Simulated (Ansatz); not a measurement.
C$_{2}$H$_{5}$FN$_{2}$O: several calculations on one system

## 1. Relaxation

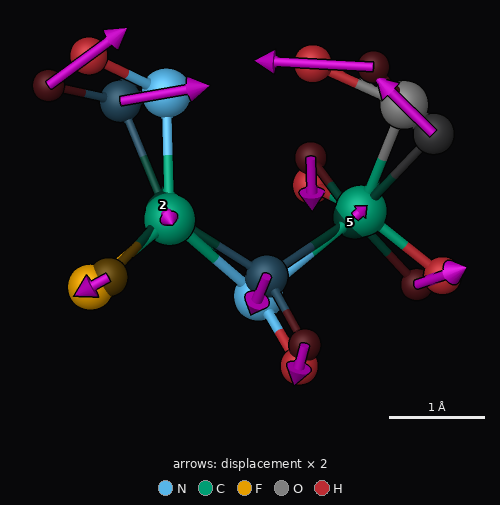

This is a relaxation of C2H5FN2O. The starting structure is drawn faded, the final one solid; purple arrows show the displacements, magnified 2 times. The two geometries are superimposed by the best rigid fit.

A ball-and-stick model, seen at a tilt.

The run prepares an end point of a later path (torsion) calculation, from a guessed geometry.

The calculation used Ansatz, RKS PBE-D4/STO-3G. Set-up: no spin polarisation; force threshold 0.015 eV/Å; at most 40 steps.

**Describe the change and its energy.**

An H atom moves most after the best rigid fit: 0.65 Å. Largest moves by element: H 0.65 Å, N 0.51 Å, O 0.44 Å, F 0.22 Å, C 0.11 Å. Among the contacts that change: C–N 1.457 → 1.578 Å, C–N 1.327 → 1.440 Å, H–N 0.977 → 1.074 Å, H–O 0.996 → 1.073 Å. Among the angles between lasting bonds that change: N–C–H 116.0° → 102.0°, N–C–N 133.0° → 119.5°, N–C–F 115.8° → 125.8°. After 12 accepted moves (13 points after the start) the energy has fallen by 43.4 kcal/mol. The largest force component goes from 5.6 to 0.0075 eV/Å. The line search rejected the trial step at point 9 of the run.

Limits of the set-up: STO-3G is a minimal basis, so the numbers are rough.

## 2. Relaxation

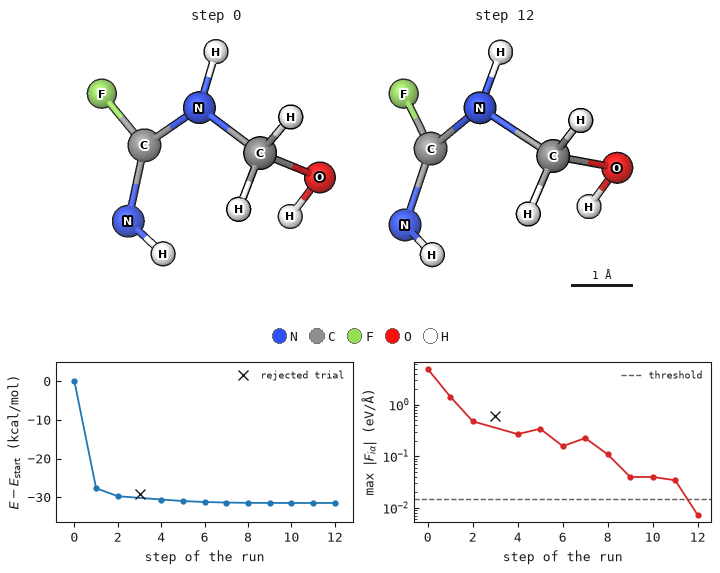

First and last geometry of a relaxation of C2H5FN2O, with the history of the run. The picture is a ball-and-stick view, seen at a tilt.

The run prepares an end point of a later path (torsion) calculation, from a guessed geometry.

Level of theory: RKS PBE-D4/STO-3G in Ansatz. (no spin polarisation; force threshold 0.015 eV/Å; at most 40 steps)

### Read the history and describe the run.

It converged. After 11 accepted moves (12 points after the start) the energy has fallen by 31.5 kcal/mol. Largest force component: 4.9 eV/Å at the start, 0.0072 eV/Å at the end. The line search rejected the trial step at point 3 of the run. The atom that moves furthest after the best rigid fit is an H atom (0.44 Å). Largest moves by element: H 0.44 Å, F 0.37 Å, N 0.26 Å, O 0.23 Å, C 0.10 Å. Some distances before and after: C–N 1.327 → 1.481 Å, H–N 0.977 → 1.083 Å, C–N 1.457 → 1.530 Å, H–N 0.997 → 1.066 Å. Bond angles that change, for instance: C–N–H 119.5° → 107.4°, N–C–H 116.0° → 105.8°, N–C–O 106.5° → 115.5°. The run took 37 s on 1 thread of Arm Neoverse V1, with other jobs on the host, peak memory 0.14 GiB.

Limits of the set-up: STO-3G is a minimal basis, so the numbers are rough.

## 3. Path

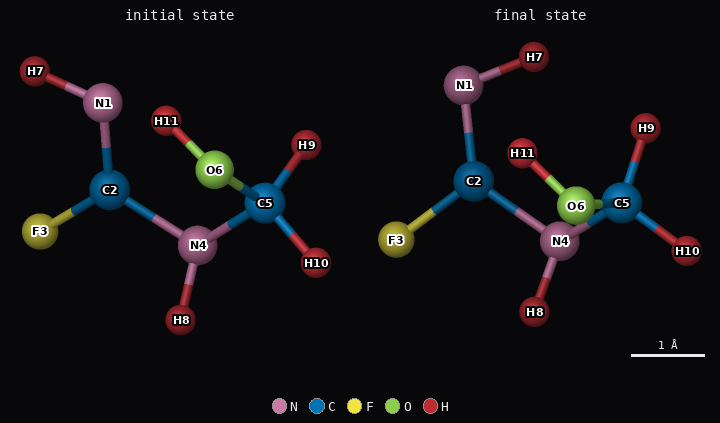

The two relaxed end points of a path for C$_{2}$H$_{5}$FN$_{2}$O. A ball-and-stick model, seen at a tilt.

These are results of RKS PBE-D4/STO-3G in Ansatz 0.2.0, not measurements.

The input:
```yaml
crystal:
  periodic: [false, false, false]
  atoms:
    - { symbol: "N", position_ang: [0.486351, -1.031089, 1.0583] }
    - { symbol: C, position_ang: [0.676971, -0.946884, -0.272404] }
    - { symbol: F, position_ang: [1.568182, -1.698571, -1.007588] }
    - { symbol: "N", position_ang: [-0.134515, -0.046089, -1.049672] }
    - { symbol: C, position_ang: [-0.927711, 0.955759, -0.123309] }
    - { symbol: O, position_ang: [-0.193448, 1.433035, 1.001963] }
    - { symbol: H, position_ang: [1.125298, -1.811568, 1.426155] }
    - { symbol: H, position_ang: [0.465992, 0.445467, -1.777588] }
    - { symbol: H, position_ang: [-1.84801, 0.356951, 0.13661] }
    - { symbol: H, position_ang: [-1.224319, 1.809632, -0.780956] }
    - { symbol: H, position_ang: [0.070609, 0.476458, 1.40909] }
basis:
  gaussian: { orbitals: STO-3G }
hamiltonian:
  xc: pbe
  dispersion: d4
neb:
  order_check: false
  images: 7
  f_tol: 0.05
  max_iterations: 60
  initial_path: idpp
  final_atoms:
    - { symbol: "N", position_ang: [0.64553731, -1.83052906, 0.80035249] }
    - { symbol: C, position_ang: [0.82219448, -1.07550959, -0.28619817] }
    - { symbol: F, position_ang: [1.98440894, -1.22822246, -1.00753407] }
    - { symbol: "N", position_ang: [-0.08724215, -0.12626906, -0.96725498] }
    - { symbol: C, position_ang: [-0.86277627, 0.80376947, -0.0327259] }
    - { symbol: O, position_ang: [-0.05733713, 1.79132618, 0.68363028] }
    - { symbol: H, position_ang: [-0.33890874, -1.5542962, 1.15598274] }
    - { symbol: H, position_ang: [0.50502323, 0.46665615, -1.62560917] }
    - { symbol: H, position_ang: [-1.45656335, 0.13128666, 0.64407641] }
    - { symbol: H, position_ang: [-1.56700806, 1.38517673, -0.67535287] }
    - { symbol: H, position_ang: [0.47807174, 1.17971218, 1.33123424] }
```

Launched with:
```bash
ansatz run input.yaml --threads 1 --pin off --max-ram 2048MiB --backend cpu --events-out ev --progress --plain --runs-dir out
```

> Predict the minimum-energy path and its barrier.

The highest point, image 3, lies 27.0 kcal/mol above the start and 15.8 kcal/mol above the end; the end is at +11.2 kcal/mol relative to the start. The motion is a rotation about the N1–C2 bond by about 175°, with a turn of about 30° about N4–C5. No bond forms or breaks between the ends. Among the angles between lasting bonds that change up to the highest image: C2–N1–H7 107.4° → 113.9°, C2–N4–H8 109.9° → 116.1°. The band converged in 11 iterations, with a climbing image at the top. At the top, the vibrational analysis gives one imaginary mode (711i cm⁻¹), as a transition state must have.

Energies of the converged images:

```json
{"image": "0", "path (Å)": "0.00", "E (kcal/mol)": "0.0"}
{"image": "1", "path (Å)": "0.46", "E (kcal/mol)": "5.4"}
{"image": "2", "path (Å)": "0.93", "E (kcal/mol)": "18.7"}
{"image": "3", "path (Å)": "1.39", "E (kcal/mol)": "27.0"}
{"image": "4", "path (Å)": "1.81", "E (kcal/mol)": "20.2"}
{"image": "5", "path (Å)": "2.23", "E (kcal/mol)": "14.1"}
{"image": "6", "path (Å)": "2.65", "E (kcal/mol)": "12.2"}
{"image": "7", "path (Å)": "3.07", "E (kcal/mol)": "11.4"}
{"image": "8", "path (Å)": "3.49", "E (kcal/mol)": "11.2"}
```

The geometry at the top of the path:

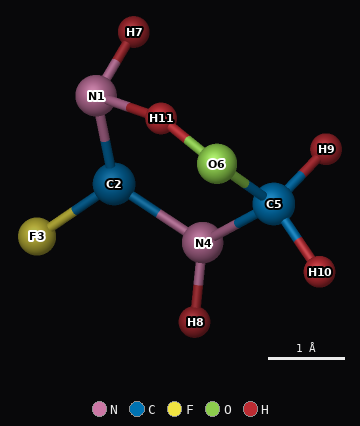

Limits of the set-up: STO-3G is a minimal basis, so the numbers are rough.
